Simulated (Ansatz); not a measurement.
# [BH4]− (SMILES [H][B-]([H])([H])[H]): levels of theory compared

Wanted: a comparison of 6 runs (CAM-B3LYP/6-31G, PBE0/6-31G, SVWN5/3-21G, r2SCAN/3-21G, CCSDT(Q)/3-21G, UCCSD(T)/6-31G) of [BH4]−. 

The results are computed with Ansatz 0.2.0.

## 1. The system as given

The species is [BH4]− (5 atoms), meant as a singlet with charge -1. As SMILES, `[H][B-]([H])([H])[H]`. The H3–B1 distance was set to 3.073 Å, away from the relaxed value. At this shape a bond of the SMILES string is far longer than usual.

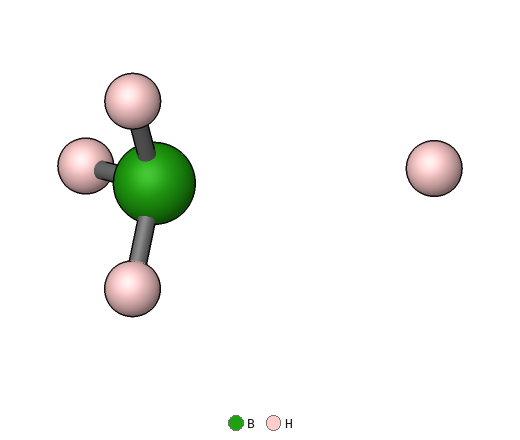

The structure, seen from a chosen angle (boron green, hydrogen pink).

## 2. A single-point energy at CAM-B3LYP/6-31G (run 1)

File input.yaml:

```yaml
crystal:
  periodic: [false, false, false]
  atoms:
    - {symbol: B, position_ang: [-1.732014, -0.018235, 0.631104]}
    - {symbol: H, position_ang: [-1.720134, -0.038625, 1.860274]}
    - {symbol: H, position_ang: [1.154650, 0.011840, -0.420810]}
    - {symbol: H, position_ang: [-2.319614, 0.989765, 0.243594]}
    - {symbol: H, position_ang: [-2.310944, -1.016925, 0.210464]}
basis:
  gaussian: {orbitals: 6-31G}
accuracy: high
total_charge: -1
hamiltonian: {xc: {name: CAM-B3LYP}}
```

Run with:

```sh
$ ansatz run input.yaml --threads 1 --pin off --max-ram 2610MiB --events-out events.jsonl --progress --plain --runs-dir runs
```

What it wrote:

```text
Warning: RAYON_NUM_THREADS=1 ignored (pool sized by the plan → 1); use --threads N
Functional definition: CAM-B3LYP
  name "CAM-B3LYP"
  parameter alpha = 0.19
  parameter beta = 0.46
  parameter omega = 0.33/bohr
  parameter ac = 0.81
  exchange = (1 - alpha - beta)*b88_x + beta*b88_x_sr(omega) + alpha*exact_x + beta*exact_x_lr(omega)
  correlation = (1 - ac)*vwn5_c + ac*lyp_c
409 factors; integrals over basis functions are off by at most 2.5e-9 eV
195 factors; integrals over basis functions are off by at most 1.3e-9 eV
mean field evaluation 1: about -734.7318 eV, gradient 1.6e1 eV
mean field evaluation 2: about -730.2589 eV, gradient 3.4e1 eV
mean field evaluation 4: about -736.6349 eV, gradient 2.4e-1 eV
mean field evaluation 8: about -736.6218 eV, gradient 1.7e-3 eV
mean field evaluation 16: about -736.6218 eV, gradient 3.8e-8 eV
mean field -736.62176874 eV, -27.0703507010 hartree, gradient 3.7e-8 eV, S^2 0.000000; 0 other end points of the search recorded, 0 dependent functions left out
reference -736.62178353 eV, -27.0703512446 hartree; 5, 5 occupied and 12, 12 virtual orbitals, 409 factors
Total energy: -736.62178353 eV, -27.0703512446 hartree
```

Wall time 0.7 s (1 thread of Arm Neoverse V2, shared host).

## 3. A single-point energy at PBE0/6-31G (run 2)

File molecule.yaml:

```yaml
basis:
  gaussian:
    orbitals: 6-31G
crystal:
  periodic: [false, false, false]
  atoms:
    - {symbol: B, position_ang: [-1.732014, -0.018235, 0.631104]}
    - {symbol: H, position_ang: [-1.720134, -0.038625, 1.860274]}
    - {symbol: H, position_ang: [1.154650, 0.011840, -0.420810]}
    - {symbol: H, position_ang: [-2.319614, 0.989765, 0.243594]}
    - {symbol: H, position_ang: [-2.310944, -1.016925, 0.210464]}
total_charge: -1
hamiltonian:
  xc: pbe0
accuracy: high
```

Run with:

```sh
$ ansatz run molecule.yaml --threads 1 --pin off --max-ram 2610MiB --events-out events.jsonl --progress --plain --runs-dir runs
```

What it wrote:

```text
Warning: RAYON_NUM_THREADS=1 ignored (pool sized by the plan → 1); use --threads N
Functional definition: PBE0
  name "PBE0"
  parameter a = 0.25
  parameter kappa = 0.804
  parameter beta = 0.06672455060314922
  exchange = (1 - a)*pbe_x(kappa = kappa, mu = beta*pi^2/3) + a*exact_x
  correlation = pbe_c(beta = beta)
409 factors; integrals over basis functions are off by at most 2.5e-9 eV
mean field evaluation 1: about -734.2108 eV, gradient 1.5e1 eV
mean field evaluation 2: about -719.6048 eV, gradient 4.4e1 eV
mean field evaluation 4: about -736.1065 eV, gradient 8.8e-1 eV
mean field evaluation 8: about -736.1004 eV, gradient 8.6e-2 eV
mean field evaluation 16: about -736.1005 eV, gradient 1.1e-8 eV
mean field -736.10047496 eV, -27.0511935080 hartree, gradient 4.8e-8 eV, S^2 0.000000; 0 other end points of the search recorded, 0 dependent functions left out
reference -736.10047657 eV, -27.0511935671 hartree; 5, 5 occupied and 12, 12 virtual orbitals, 409 factors
Total energy: -736.10047657 eV, -27.0511935671 hartree
```

Wall time 0.54 s (1 thread of Arm Neoverse V2, shared host).

## 4. The energy at SVWN5/3-21G (run 3)

input.yaml: that of step 2 with these lines changed.

```diff
@@ -9,5 +9,10 @@
 basis:
-  gaussian: {orbitals: 6-31G}
+  gaussian:
+    orbitals: 3-21G.json
+hamiltonian:
+  xc: {name: SVWN5}
 accuracy: high
 total_charge: -1
-hamiltonian: {xc: {name: CAM-B3LYP}}
+magnetization:
+  spin_polarized: false
+  initial_magnetization: 0
```

The basis set 3-21G is read from a file made from the Basis Set Exchange's data (not shown).

Run with:

```sh
$ ansatz run input.yaml --threads 1 --pin off --max-ram 2610MiB --events-out events.jsonl --progress --plain --runs-dir runs
```

What it wrote:

```text
Warning: RAYON_NUM_THREADS=1 ignored (pool sized by the plan → 1); use --threads N
Functional definition: SVWN5
  name "SVWN5"
  exchange = slater_x
  correlation = vwn5_c
333 factors; integrals over basis functions are off by at most 4.7e-9 eV
mean field evaluation 1: about -721.9325 eV, gradient 1.4e1 eV
mean field evaluation 2: about -705.9804 eV, gradient 4.2e1 eV
mean field evaluation 4: about -722.8410 eV, gradient 1.4e1 eV
mean field evaluation 8: about -723.6276 eV, gradient 8.5e0 eV
mean field evaluation 16: about -724.0883 eV, gradient 6.8e-9 eV
mean field -724.08832662 eV, -26.6097551988 hartree, gradient 8.9e-9 eV, S^2 0.000000; 0 other end points of the search recorded, 0 dependent functions left out
reference -724.08832865 eV, -26.6097552733 hartree; 5, 5 occupied and 12, 12 virtual orbitals, 333 factors
Total energy: -724.08832865 eV, -26.6097552733 hartree
```

It took 0.37 s on 1 thread of Arm Neoverse V2, shared host.

Runs 4 to 5 aren't shown in full; the table further down has their settings and results.

## 5. The energy at UCCSD(T)/6-31G (run 6)

File job.yaml:

```yaml
crystal:
  periodic: [false, false, false]
  atoms:
    - {symbol: B, position_ang: [-1.732014, -0.018235, 0.631104]}
    - {symbol: H, position_ang: [-1.720134, -0.038625, 1.860274]}
    - {symbol: H, position_ang: [1.154650, 0.011840, -0.420810]}
    - {symbol: H, position_ang: [-2.319614, 0.989765, 0.243594]}
    - {symbol: H, position_ang: [-2.310944, -1.016925, 0.210464]}
basis:
  gaussian: {orbitals: 6-31G}
total_charge: -1
magnetization: {spin_polarized: true, initial_magnetization: 0}
correlation: {method: ccsd_t, frozen_orbitals: {B: 1, H: 0}}
accuracy: high
scf: {omitted_lower_state_checks: [cluster_reference, increment]}
```

Run with:

```sh
$ ansatz run job.yaml --threads 1 --pin off --max-ram 2610MiB --events-out events.jsonl --progress --plain --runs-dir runs
```

What it wrote:

```text
Warning: RAYON_NUM_THREADS=1 ignored (pool sized by the plan → 1); use --threads N
[... 13 lines left out ...]
1 core orbitals not correlated: weight in the atoms' cores, before any rotation towards them, 1.000 or more for the frozen orbitals, at most 0.000 for the correlated occupied ones
[... 34 lines left out ...]
Total energy: -732.72548596 eV, -26.9271649497 hartree
Checks for a lower state left out: cluster_reference, increment
```

Run time: 0.28 s. Hardware: 1 thread of Arm Neoverse V2, shared host.

## 6. All runs side by side

```tsv
run	level	frozen core orbitals	energy (Eh)	wall time
1	CAM-B3LYP/6-31G	–	-27.070351	0.7 s
2	PBE0/6-31G	–	-27.051194	0.54 s
3	SVWN5/3-21G	–	-26.609755	0.37 s
4	r2SCAN/3-21G	–	-26.929204	1.3 s
5	CCSDT(Q)/3-21G	1	-26.785724	0.3 s
6	UCCSD(T)/6-31G	1	-26.927165	0.28 s
```

## 7. Outcome

| quantity | value |
| --- | --- |
| run 6: total energy | -26.92716 Eh |
| run 6: correlation energy (1 core orbital frozen) | -98.6 mEh |
| run 6: (T) correction | -2.97 mEh |
| run 6: ⟨S²⟩ of the reference determinant | 0.745 |
| run 6: T1 diagnostic | 0.098 |

What this shows: Totals of different functionals can't be ranked against each other. In run 5 the log says that unrestricted orbitals would lower the reference, so the values rest on an unstable closed-shell determinant (other closed-shell runs at this shape may share the fault). Spin contamination of the reference: run 6 ⟨S²⟩ = 0.74. Where it is this large, the reference is a mixture of spin states, and values that rest on it are in doubt. All runs together took 3.5 s, the longest 1.3 s.
